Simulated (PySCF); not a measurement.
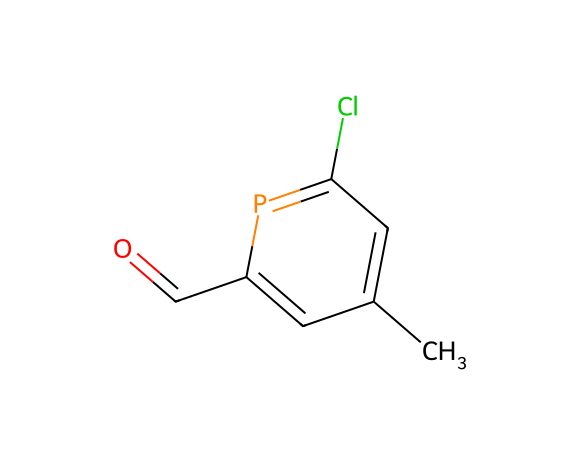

Computed geometry: GFN2-xTB optimisation. No frequency run is at hand to confirm it as a minimum. Level of theory: PBE0/pcSseg-1, gas phase (PySCF 2.14.0).

**What is the HOMO energy (Kohn–Sham orbital)?**

−7.42 eV.

**Give the dipole moment at this level.**

2.94 D.

**Estimate the HOMO–LUMO gap.**

4.78 eV.

The geometry is semi-empirical. Around P such bond lengths and angles can be off by a tenth of an ångström or more and by several degrees, and values that hang on the shape move with them.
